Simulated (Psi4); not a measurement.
**CH4ClSi (SMILES [SiH3][CH]Cl): U-r2SCAN/def2-SVPD**

What is the vertical ionisation energy of CH4ClSi at U-r2SCAN/def2-SVPD? 

The results are computed with Psi4 1.11.

2 further runs of the same task are left out: 2 set aside as unsound or not needed.

### 1 The structure to begin with

The species is CH4ClSi (7 atoms), meant as a doublet with charge 0. SMILES: `[SiH3][CH]Cl`. The shape is that of a GFN2-xTB optimisation.

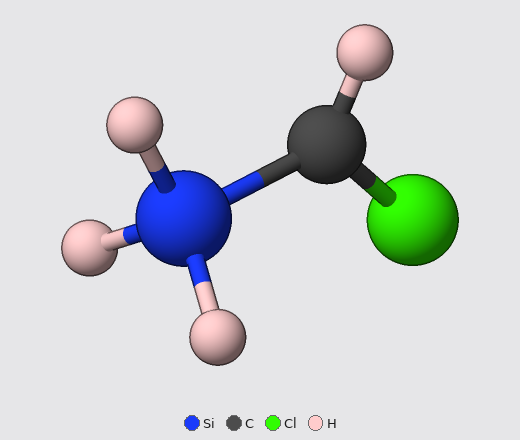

Viewed from a chosen angle; silicon blue, carbon dark grey, chlorine green, hydrogen pink.

### 2 Energy and forces at U-r2SCAN/def2-SVPD

The input, input.inp:

```
memory 1.6 GB

molecule {
  0 2
  Si    -0.682180     0.341260    -0.284310
  C      0.961750    -0.300430     0.296940
  Cl     1.102660    -1.778310     1.107020
  H     -1.302230    -0.615500    -1.205790
  H     -0.398010     1.610760    -0.949180
  H     -1.587970     0.533440     0.853480
  H      1.905980     0.208770     0.181860
  units angstrom
  symmetry c1
  no_reorient
  no_com
}

set globals {
  basis def2-SVPD
  reference uks
  puream true
  e_convergence 1e-09
  d_convergence 1e-08
  scf_type pk
  dft_radial_points 99
  dft_spherical_points 590
  maxiter 200
}

E, wfn = gradient('r2scan', return_wfn=True)
oeprop(wfn, 'WIBERG_LOWDIN_INDICES', 'MULLIKEN_CHARGES', 'MAYER_INDICES')
```

Run with:

```console
$ psi4 -i input.inp -o input.out -n 1
```

input.out:

```text
[...]
  Running in c1 symmetry.
[...]
  Nuclear repulsion =  133.093511033195597
[...]
  Multiplicity = 2
[...]
  Nalpha       = 21
  Nbeta        = 20
[...]
    Number of basis functions: 103
[...]
   @UKS iter   1:  -789.59511967681806   -4.84974e-02   5.61601e-03 DIIS/ADIIS
[...]
   @UKS iter  14:  -789.80158295457056   -2.50111e-12   4.91786e-09 DIIS
[...]
   @S^2 Observed:                7.569373956E-01
[...]
  @UKS Final Energy:  -789.80158295457056
   => Energetics <=
    Nuclear Repulsion Energy =            133.0935110331955968
    One-Electron Energy =               -1354.0880607803037492
    Two-Electron Energy =                 487.1488649804419993
    DFT Exchange-Correlation Energy =     -55.9558981879044595
    Empirical Dispersion Energy =           0.0000000000000000
    VV10 Nonlocal Energy =                  0.0000000000000000
    Total Energy =                       -789.8015829545705628
[...]
 Multipole Moments:
 ------------------------------------------------------------------------------------
     Multipole            Electronic (a.u.)      Nuclear  (a.u.)        Total (a.u.)
 ------------------------------------------------------------------------------------
 L = 1.  Multiply by 2.5417464519 to convert [e a0] to [Debye]
 Dipole X            :        -25.6245843           25.6680933            0.0435089
 Dipole Y            :         48.5604560          -48.2234297            0.3370263
 Dipole Z            :        -29.4612510           29.2926636           -0.1685875
 Magnitude           :                                                    0.3793435
[...]
  -Total Gradient:
     Atom            X                  Y                   Z
    ------   -----------------  -----------------  -----------------
       1       -0.009004723813     0.004718711029    -0.003998923588
       2        0.008242188575    -0.008270693931     0.005423778814
       3       -0.000577908515     0.013901616503    -0.007436658870
       4        0.004446512397     0.006043650657     0.006925477569
       5       -0.000168534867    -0.010080673440     0.005618672916
       6        0.006271150287    -0.001950495812    -0.007492830991
       7       -0.009117517219    -0.005603263113     0.001627724659
[...]
  Mulliken Charges: (a.u.)
   Center  Symbol    Alpha    Beta     Spin     Total
       1    SI     7.00368  7.06069 -0.05701 -0.06436
       2     C     3.37609  2.43372  0.94237  0.19018
       3    CL     8.75164  8.65162  0.10002 -0.40325
       4     H     0.46252  0.43029  0.03223  0.10719
       5     H     0.45699  0.45635  0.00064  0.08666
       6     H     0.46339  0.42850  0.03489  0.10811
       7     H     0.48569  0.53883 -0.05314 -0.02452
   Total alpha = 21.00000, Total beta = 20.00000, Total charge =  0.00000
  Mayer Bond Indices:
[...]
```

Run time: 2.9 min. Hardware: 1 thread of AMD EPYC 7R43 (Zen 3), shared host; peak memory 0.69 GiB.

### 3 The singlet cation: a single-point energy at r2SCAN/def2-SVPD

The input, job.in:

```
memory 1600 MB

molecule molecule1 {
  1 1
  Si    -0.682180     0.341260    -0.284310
  C      0.961750    -0.300430     0.296940
  Cl     1.102660    -1.778310     1.107020
  H     -1.302230    -0.615500    -1.205790
  H     -0.398010     1.610760    -0.949180
  H     -1.587970     0.533440     0.853480
  H      1.905980     0.208770     0.181860
  symmetry c1
  no_reorient
  no_com
}

set {
  puream true
  e_convergence 1e-09
  d_convergence 1e-08
  scf_type pk
  dft_radial_points 99
  dft_spherical_points 590
}

E, wfn = energy("r2scan/def2-SVPD", return_wfn=True)
oeprop(wfn, "LOWDIN_CHARGES", "DIPOLE", "MAYER_INDICES", title="R2SCAN")
```

Run with:

```console
$ psi4 -i job.in -o job.out -n 1
```

job.out:

```text
[...]
  Running in c1 symmetry.
[...]
  Nuclear repulsion =  133.093511033195597
[...]
  Multiplicity = 1
[...]
  Nalpha       = 20
  Nbeta        = 20
[...]
    Number of basis functions: 103
[...]
   @RKS iter   1:  -789.34467647125143    2.01946e-01   4.37453e-03 ADIIS/DIIS
[...]
   @RKS iter  12:  -789.48079817646726    2.16005e-12   2.36126e-09 DIIS
[...]
    Orbital Energies [Eh]
    ---------------------
    Doubly Occupied:
       1A   -101.483502     2A    -66.039032     3A    -10.425646
       4A     -9.677307     5A     -7.427684     6A     -7.422666
       7A     -7.415208     8A     -5.431143     9A     -3.777711
      10A     -3.774809    11A     -3.774055    12A     -1.117969
      13A     -0.880379    14A     -0.738568    15A     -0.695664
      16A     -0.615813    17A     -0.614289    18A     -0.537402
      19A     -0.533831    20A     -0.523423
[...]
  @RKS Final Energy:  -789.48079817646726
   => Energetics <=
    Nuclear Repulsion Energy =            133.0935110331955968
    One-Electron Energy =               -1343.9244603304305201
    Two-Electron Energy =                 476.9498835366563299
    DFT Exchange-Correlation Energy =     -55.5997324158887096
    Empirical Dispersion Energy =           0.0000000000000000
    VV10 Nonlocal Energy =                  0.0000000000000000
    Total Energy =                       -789.4807981764672604
[...]
 Multipole Moments:
 ------------------------------------------------------------------------------------
     Multipole            Electronic (a.u.)      Nuclear  (a.u.)        Total (a.u.)
 ------------------------------------------------------------------------------------
 L = 1.  Multiply by 2.5417464519 to convert [e a0] to [Debye]
 Dipole X            :        -24.8069175           25.6680933            0.8611758
 Dipole Y            :         47.4483639          -48.2234297           -0.7750657
 Dipole Z            :        -28.7456908           29.2926636            0.5469728
 Magnitude           :                                                    1.2812220
[...]
```

It took 94 s on 1 thread of AMD EPYC 7R43 (Zen 3), shared host; peak memory 0.69 GiB.

### 4 Results

At U-r2SCAN/def2-SVPD:

| quantity | value |
| --- | --- |
| doublet CH4ClSi: total energy | -789.80158 Eh |
| doublet CH4ClSi: dipole moment | 0.96 D |
| doublet CH4ClSi: HOMO energy (highest over α and β) | -5.57 eV |
| doublet CH4ClSi: LUMO energy (lowest over α and β) | -3.01 eV |
| doublet CH4ClSi: ⟨S²⟩ | 0.757 |
| doublet CH4ClSi: largest force on an atom | 0.811 eV/Å |
| singlet cation: total energy | -789.48080 Eh |
| singlet cation: HOMO energy | -14.24 eV |
| singlet cation: LUMO energy | -11.62 eV |
| singlet cation: HOMO–LUMO gap | 2.62 eV |
| vertical ionisation energy (to the singlet cation) | 8.729 eV |

What this shows: Removing an electron at fixed nuclei costs 8.73 eV (201 kcal/mol). The largest force (doublet CH4ClSi) is 0.81 eV/Å: the shape isn't a stationary point for this species at this level. Only the singlet of the ionised species was computed; a triplet could lie lower.
